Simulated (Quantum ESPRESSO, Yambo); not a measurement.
# GaN (F-43m): G0W0 on several meshes in Yambo, part 2 of 2

Wanted: mesh dependence and cost of G0W0 for GaN (F-43m).

Quantum ESPRESSO 7.5 and Yambo 5.3.0; PBE and many-body steps on it, plane waves. Known limits of the many-body steps: not at the basis limit; exchange with frozen shells missing; no spin-orbit coupling; coarse k mesh.

So far. Step 4 (6×6×6): The gap on the mesh goes from 1.76 eV to 2.03 eV, a correction of +0.27 eV. Step 5 (Empty states on the mesh, 4×4×4 mesh, 68 bands): On this mesh the gap is 1.759 eV.

### Step 7. 4×4×4

This step: G0W0 on PBE, plane waves, norm-conserving pseudopotentials.

gw11.in reads:

```
HF_and_locXC
gw0
dyson
ppa
em1d
rim_cut
RandQpts= 1000000
RandGvec= 1 RL
EXXRLvcs= 72 Ry
VXCRLvcs= 288 Ry
Chimod= "HARTREE"
% BndsRnXp
 1 | 68 |
%
NGsBlkXp= 10.5 Ry
% LongDrXp
 1 | 1 | 1 |
%
% GbndRnge
 1 | 68 |
%
DysSolver= "n"
ExtendOut
PPAPntXp= 27.21138 eV
% QPkrange
 1 | 1 | 8 | 11 |
%
```

Started as:

```console
$ OMP_NUM_THREADS=1 mpirun -n 4 yambo -F gw11.in -J gw11 -C gw11 > gw11.log
```

The program printed:

```text
 Yambo, version 5.3.0

 [02] CORE Variables Setup
 =========================

  [... cell, symmetries and grids as in the set-up ...]

  [02.05] Energies & Occupations
  ==============================

  [X] === General ===
  [X] Electronic Temperature                        :  0.000000  0.000000 [eV K]
  [X] Bosonic    Temperature                        :  0.000000  0.000000 [eV K]
  [X] Finite Temperature mode                       : no
  [X] El. density                                   :  0.78645E+24 [cm-3]
  [X] Fermi Level                                   :  10.59023 [eV]

  [X] === Gaps and Widths ===
  [X] Conduction Band Min                           :  1.758709 [eV]
  [X] Valence Band Max                              :  0.000000 [eV]
  [X] Filled Bands                                  :   9
  [X] Empty Bands                                   :   10   68
  [X] Direct Gap                                    :  1.758709 [eV]
  [X] Direct Gap localized at k                     :  1
  [X] Indirect Gap                                  :  1.758709 [eV]
  [X] Indirect Gap between kpts                     :  1  1
  [X] Last valence band width                       :  3.621911 [eV]
  [X] 1st conduction band width                     :  4.728065 [eV]

 [03] Transferred momenta grid and indexing
 ==========================================

 IBZ Q-points                                      :   8
 BZ  Q-points                                      :   64

 K/Q-points units:
 rlu = crystal or reduced units; cc = cartesian coordinates; iku = interal k-units

 Q [1]          [rlu]:  0.000000  0.000000  0.000000
 Q [2]          [rlu]:  0.10757E-16  0.10757E-16  0.25000
 Q [3]          [rlu]: -0.21514E-16 -0.21514E-16 -0.50000
[...]
================================================

 [VXC] Plane waves :  12675
 [EXS] Plane waves :  1687

 QP @ state[ 1 ] K range:  1  1
 QP @ state[ 1 ] b range:   8  11

 [xc] Functional : Perdew, Burke & Ernzerhof(X)+Perdew, Burke & Ernzerhof(C)
 [xc] LIBXC used to calculate xc functional
  PP Number of Atomic Species                      :  2
  NLCC RL compoments                               :  12675
  PP Number of Atomic Species                      :  2
  NLCC RL compoments                               :  12675

 [xc] E_xc :  -11.71745 [Ha]
      E_xc :  -23.43491 [Ry]

  Local XC kind (lXC) : Perdew, Burke & Ernzerhof(X)+Perdew, Burke & Ernzerhof(C)
  Non-Local XC kind (nlXC) : Hartree-Fock

  Corrections @ K [1] :  [eV]
 <8|nlXC|8> = -21.28483 -0.21128E-16 <8|lXC|8> = -18.37138 -0.37763E-15
 <9|nlXC|9> = -21.28489 -0.11031E-17 <9|lXC|9> = -18.37138  0.000000
 <10|nlXC|10> = -9.728002 -0.53326E-17 <10|lXC|10> = -13.88326  0.000000
 <11|nlXC|11> = -7.175691  0.16465E-17 <11|lXC|11> = -12.12287  0.18882E-15

 [08] Dyson equation: Newton solver
 ==================================

  [08.01] G0W0 (W PPA)
  ====================

  [  GW  ] Bands range     :    1   68
  [GW/PPA] G damping       :  0.100000 [eV]

  QP @ state[ 1 ] K range:  1  1
  QP @ state[ 1 ] b range:   8  11

   Sc/G bands                                       :    1   68
   Sc/G damping                                     :  0.100000 ev
   Sc bands terminator                              : no
   Sx RL components                                 :  1687

   QP @ state[ 1 ] K range                          :  1  1
   QP @ state[ 1 ] b range                          :   8  11
   GF energies kind                                 : Perdew, Burke & Ernzerhof(X)+Perdew, Burke & Ernzerhof(C)
   GF WF`s kind                                     : Perdew, Burke & Ernzerhof(X)+Perdew, Burke & Ernzerhof(C)
   Xs energies kind                                 : Perdew, Burke & Ernzerhof(X)+Perdew, Burke & Ernzerhof(C)
   Xs WF`s kind                                     : Perdew, Burke & Ernzerhof(X)+Perdew, Burke & Ernzerhof(C)

 [11] Game Over & Game summary
```

Run time: 13 s. Hardware: 4 MPI ranks of Arm Neoverse V1, shared host; peak memory 1.1 GiB.

Numbers from this step:

```yaml
g0w0_gap_on_the_points_computed: 1.984 eV
starting_gap_on_the_mesh: 1.759 eV
k_of_the_valence_top: 0, 0, 0
k_of_the_conduction_bottom: 0, 0, 0
least_direct_g0w0_gap_on_the_computed_points: 1.984 eV
z_at_the_valence_top: 0.7916
z_at_the_conduction_bottom: 0.8156
```

Against G0W0 in Yambo (6×6×6 mesh, 68 bands, screening to 142.9 eV, Godby-Needs plasmon pole), the gap moves by −0.044 eV.

### Step 8. Empty states on the mesh, 8×8×8 mesh, 68 bands

This step: Quantum ESPRESSO 7.5; DFT, PBE, plane waves, norm-conserving pseudopotentials.

pw.in reads:

```
&control
  calculation = 'nscf'
  prefix = 'x'
  outdir = 'o'
  pseudo_dir = 'pseudo'
/
&system
  ibrav = 0
  nat = 2
  ntyp = 2
  ecutwfc = 72.0
  nbnd = 68
  force_symmorphic = .true.
/
&electrons
  conv_thr = 1e-9
  electron_maxstep = 80
  diago_full_acc = .true.
  diago_thr_init = 5e-6
/
ATOMIC_SPECIES
  Ga 69.723 Ga.upf
  N 14.007 N.upf
CELL_PARAMETERS angstrom
  0.0000000000 2.2535006075 2.2535006075
  2.2535006075 0.0000000000 2.2535006075
  2.2535006075 2.2535006075 0.0000000000
ATOMIC_POSITIONS crystal
  Ga 0.0000000000 0.0000000000 0.0000000000
  N 0.7500000000 0.7500000000 0.7500000000
K_POINTS automatic
  8 8 8 0 0 0
```

Started as:

```console
$ OMP_NUM_THREADS=1 mpirun -n 4 pw.x -nk 4 -in pw.in > pw.out
```

The program printed:

```text
[banner, memory and clock lines left out]
Program PWSCF v.7.5 starts

     Atomic positions and unit cell read from directory:
     o/x.save/

     Message from routine setup:
     using ibrav=0 with symmetry is DISCOURAGED, use correct ibrav instead

     G-vector sticks info

     bravais-lattice index     =            0
     lattice parameter (alat)  =       6.0224  a.u.
     unit-cell volume          =     154.4542 (a.u.)^3
     number of atoms/cell      =            2
     number of atomic types    =            2
     number of electrons       =        18.00
[...]
108.7060 108.7060 108.7060 115.9452

          k = 0.0884 0.0884-0.0884 (  1579 PWs)   bands (ev):

[...]
106.0320 107.0878 108.4293 114.4099

          k = 0.1768 0.1768-0.1768 (  1588 PWs)   bands (ev):

[...]
84.7459  84.7459  85.6362  88.8948  88.8948  91.3971  92.2869  92.2869
    92.2998  96.4155  97.5420  97.5420  99.2810  99.2810 101.9802 101.9802
   102.6404 105.0726 109.4219 109.4219

          k = 0.2652 0.2652-0.2652 (  1601 PWs)   bands (ev):

     [... further k-points ...]

     highest occupied, lowest unoccupied level (ev):    10.5902   12.3489

     XML data file, pseudopotentials, collected wavefunctions
```

Run time: 7 s. Hardware: 4 MPI ranks; peak memory 0.21 GiB; 28 s of CPU time.

Numbers from this step:

```yaml
gap: 1.759 eV
k_of_the_valence_top: 0, 0, 0
k_of_the_conduction_bottom: 0, 0, 0
least_direct_gap: 1.759 eV
k_points_computed: 29
lowest_point_of_the_top_converged_band_above_the_valence_top: 94.5077 eV
```

On this mesh the gap is 1.759 eV.

### Step 9. Conversion and set-up

This step: Yambo 5.3.0; conversion and set-up on PBE, plane waves, norm-conserving pseudopotentials.

Started as:

```console
$ (cd o/x.save; p2y > p2y.log; mv SAVE ../..); yambo > setup.log
```

The program printed:

```text
 Yambo, version 5.3.0

 [02] CORE Variables Setup
 =========================

  [02.01] Unit cells
  ==================

  Cell kind             :  FCC
  Atoms in the cell     :  Ga  N
  number of Ga atoms    :  1
  number of N  atoms    :  1

  List of atomic masses
  Mass of Ga    :  69.72300
  Mass of N     :  14.00700

  List of atomic coordinates    : [cc]
  Ga1       :  0.000000  0.000000  0.000000  order 1
  N1       :  6.387748  6.387748  6.387748  order 2

  Alat factors          :  4.258499  4.258499  4.258499 [a.u.]
  Direct lattice volume :  154.4542 [a.u.]
[...]
Q [ 1]         [rlu]:  0.000000  0.000000  0.000000
 Q [ 2]         [rlu]:  0.53785E-17  0.53785E-17  0.12500
 Q [ 3]         [rlu]:  0.10757E-16  0.10757E-16  0.25000
[...]
Q [ 8]         [rlu]: -0.16998E-16  0.12500      0.37500
 Q [ 9]         [rlu]: -0.15630E-16  0.12500      0.50000
 Q [10]         [rlu]: -0.59137E-16  0.12500     -0.37500
     [... 17 further rows ...]
 Q [28]         [rlu]:  0.125000 -0.500000 -0.375000
 Q [29]         [rlu]:  0.250000 -0.500000 -0.250000

  [03.01] X indexes
  =================

   [03.01.01] Sigma indexes
   ========================

 [06] Game Over & Game summary
```

Elapsed: 2.5 s, on 1 MPI rank; peak memory 0.24 GiB.

### Step 10. 8×8×8

This step: G0W0 on PBE, plane waves, norm-conserving pseudopotentials.

gw12.in reads:

```
HF_and_locXC
gw0
dyson
ppa
em1d
rim_cut
RandQpts= 1000000
RandGvec= 1 RL
EXXRLvcs= 72 Ry
VXCRLvcs= 288 Ry
Chimod= "HARTREE"
% BndsRnXp
 1 | 68 |
%
NGsBlkXp= 10.5 Ry
% LongDrXp
 1 | 1 | 1 |
%
% GbndRnge
 1 | 68 |
%
DysSolver= "n"
ExtendOut
PPAPntXp= 27.21138 eV
% QPkrange
 1 | 1 | 8 | 11 |
%
```

Started as:

```console
$ OMP_NUM_THREADS=1 mpirun -n 4 yambo -F gw12.in -J gw12 -C gw12 > gw12.log
```

The program printed:

```text
 Yambo, version 5.3.0

 [02] CORE Variables Setup
 =========================

  [... cell, symmetries and grids as in the set-up ...]

  [02.05] Energies & Occupations
  ==============================

  [X] === General ===
  [X] Electronic Temperature                        :  0.000000  0.000000 [eV K]
  [X] Bosonic    Temperature                        :  0.000000  0.000000 [eV K]
  [X] Finite Temperature mode                       : no
  [X] El. density                                   :  0.78645E+24 [cm-3]
[...]
Sx RL components                                 :  1687

   QP @ state[ 1 ] K range                          :  1  1
   QP @ state[ 1 ] b range                          :   8  11
   GF energies kind                                 : Perdew, Burke & Ernzerhof(X)+Perdew, Burke & Ernzerhof(C)
   GF WF`s kind                                     : Perdew, Burke & Ernzerhof(X)+Perdew, Burke & Ernzerhof(C)
   Xs energies kind                                 : Perdew, Burke & Ernzerhof(X)+Perdew, Burke & Ernzerhof(C)
   Xs WF`s kind                                     : Perdew, Burke & Ernzerhof(X)+Perdew, Burke & Ernzerhof(C)

 [11] Game Over & Game summary
```

The job ended after 4.8 min (4 MPI ranks; peak memory 1.6 GiB; 19 min of CPU time).

This step gave:

```
G0W0 gap on the points computed              : 2.030 eV
starting gap on the mesh                     : 1.759 eV
k of the valence top                         : 0, 0, 0
k of the conduction bottom                   : 0, 0, 0
least direct G0W0 gap on the computed points : 2.030 eV
```

Against G0W0 in Yambo (6×6×6 mesh, 68 bands, screening to 142.9 eV, Godby-Needs plasmon pole), the gap moves by +0.002 eV.

### Step 11. Side by side

Times are wall times on 4 MPI ranks of Arm Neoverse V1, shared host, good to a factor of about two.

| run | mesh | bands | screening cutoff (eV) | DFT gap (eV) | gap on the mesh (eV) | direct (eV) | time |
| --- | --- | --- | --- | --- | --- | --- | --- |
| 6×6×6 | 6×6×6 | 68 | 142.9 | 1.759 | 2.029 | 2.029 | 68 s |
| 4×4×4 | 4×4×4 | 68 | 142.9 | 1.759 | 1.984 | 1.984 | 13 s |
| 8×8×8 | 8×8×8 | 68 | 142.9 | 1.759 | 2.030 | 2.030 | 4.8 min |

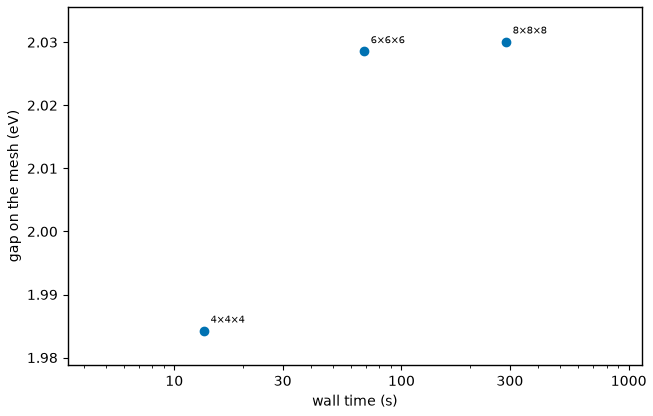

Result against wall time.

### Step 12. Summary of results

```
6×6×6        : 2.029 eV
4×4×4        : 1.984 eV
8×8×8        : 2.030 eV
known limits : not at the basis limit; exchange with frozen shells missing; no spin-orbit coupling; coarse k mesh
```

**Reading.** 4×4×4: −0.044 eV against 6×6×6. 8×8×8: +0.002 eV against 6×6×6. Bands and cutoff are finite, so the gap is not at the basis limit. The miss can reach some tenths of an eV and take either sign; the mesh is an error of its own. In the G0W0 runs levels were corrected at 1 k point alone, so a gap called «on the mesh» is the least over those, and an edge elsewhere would be missed. The norm-conserving file of at least one element keeps a d shell over frozen s and p shells of the same row. Exchange with those shells is missing from the self-energy, an error of 0.3 to 0.9 eV in cases checked, whose sign depends on which edge lies on those atoms. The many-body steps are scalar-relativistic: spin-orbit coupling is not in them.

[Paths, hosts, dates, memory and timing lines, banners, echoed tables and standing remarks are left out of the program output.]

[Logs are printed without paths, hosts, clocks, repeated set-up lines and the standing remarks that a program may print on its own settings, such as how far it seeks lower states.]

[Runs of the session that timed out or met a known fault of the program may be left out.]

[Hosts, paths, dates, database ids (printed as entryN), source tags and the programs' standing remarks are cut or masked in the printed files.]
